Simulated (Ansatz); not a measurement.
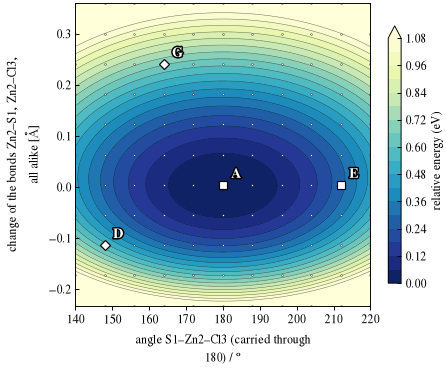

ClSZn, SMILES [S-][Zn][Cl], charge −1. The first coordinate is: angle S1–Zn2–Cl3 (carried through 180); the second: change of the bonds Zn2–S1, Zn2–Cl3, all alike. Nothing is relaxed (all other coordinates rigid). The scan uses an 11 × 11 grid; 113 points were computed and 8 follow by symmetry. Points are written as (first, second). All energies are given in eV relative to the relaxed molecule at the same level. These are results of RKS r2SCAN0-D4/def2-TZVPD in Ansatz, not measurements.

The picture shows filled contours, dots at the grid points, one colour for all values above the top of the scale, lettered points. Between grid points the surface is interpolated.

### What kind of point is each of A, D, E, G: minimum, saddle, maximum or slope?

A: minimum; D: on a slope; E: on a slope; G: on a slope. (In these two coordinates alone; a stationary point may lie a little off the grid point.)

### Rank the lettered points by energy, lowest first.

A (0.00 eV), E (0.28 eV), D (0.56 eV), G (0.67 eV).
